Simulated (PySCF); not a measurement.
C₆H₉NOSi (SMILES C=C(C#N)C[SiH2]C(C)=O)

```xyz
18

C     2.1288    1.1766    0.4897
C     1.8637    0.0169   -0.1104
C     2.3447   -1.1967    0.4379
N     2.7190   -2.1936    0.8638
C     1.0326   -0.1271   -1.3464
Si   -0.7198   -0.7623   -0.9268
C    -1.5230    0.5897    0.1967
C    -2.6668    0.1723    1.0783
O    -1.1096    1.7270    0.1696
H     2.7144    1.2289    1.3920
H     1.7528    2.1042    0.0934
H     0.9566    0.8437   -1.8372
H     1.5157   -0.8202   -2.0370
H    -0.6912   -2.0299   -0.1968
H    -1.5082   -0.8768   -2.1558
H    -3.4211   -0.3289    0.4760
H    -2.2962   -0.5448    1.8085
H    -3.1011    1.0270    1.5927
```

Geometry: GFN2-xTB.

The calculation used PBE0/pcSseg-1, SCF density, gas phase, non-relativistic in PySCF.

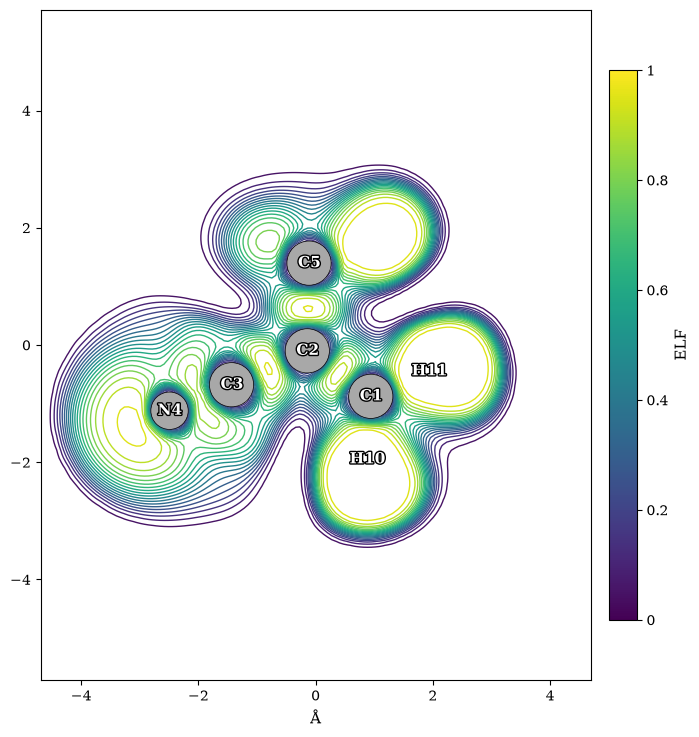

Figure 1. Electron localisation function on the plane of atoms C2, C1 and H10. Grey discs cover the atomic cores.

Describe what can be read from this map.

Atoms in the plane: C, N and H. C–N (1.15 Å): the ELF peaks at about 0.85 between the atoms (a multiple bond). C–C (1.33 Å): the ELF peaks at about 0.90 between the atoms; a multiple bond. C–H (1.08 Å): the ELF climbs to about 1 towards the hydrogen, as it does in any bond to H (a covalent bond by its length). C–C (1.42 Å): the ELF peaks at about 0.95 between the atoms (a covalent bond). C–C (1.50 Å): the ELF peaks at about 0.95 between the atoms, as expected for a shared electron pair. The ELF also peaks beside N4, away from the bonds: lone-pair regions.

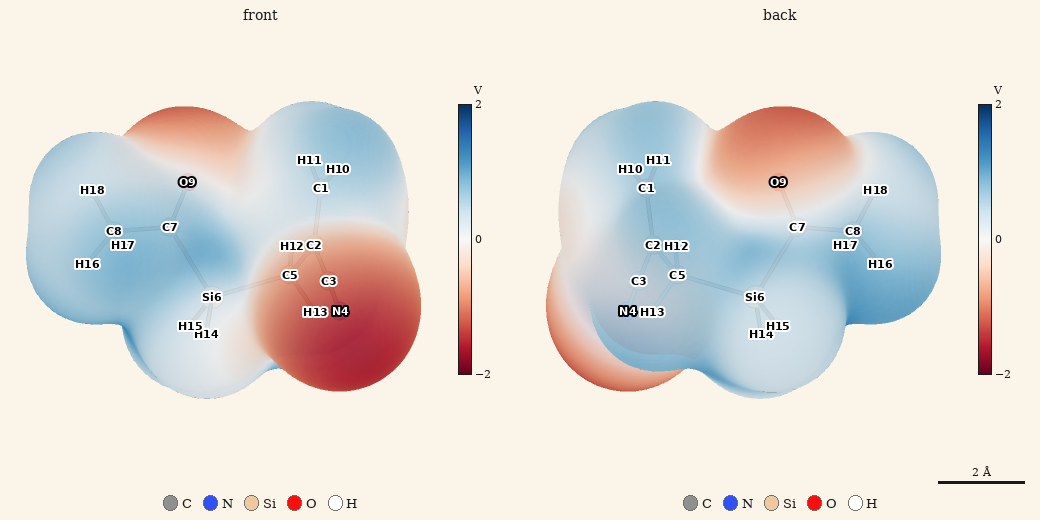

Figure 2. The molecular electrostatic potential painted on the density surface at 0.001 e/bohr³, seen from the front and from behind; the colour scale runs from red (negative) to blue (positive).

Which sites attract a positive test charge, and which a negative one?

A positive charge is drawn to the negative regions and a negative charge to the positive ones. The most negative region (about −1.6 V, or −37 kcal/mol for a unit charge) lies over N4, the most positive (about +1.2 V, or +28 kcal/mol for a unit charge) over Si6 and H16. N4 is the likeliest acceptor of a hydrogen bond.

What dipole moment does the calculation give?

Its dipole moment is 3.05 D.
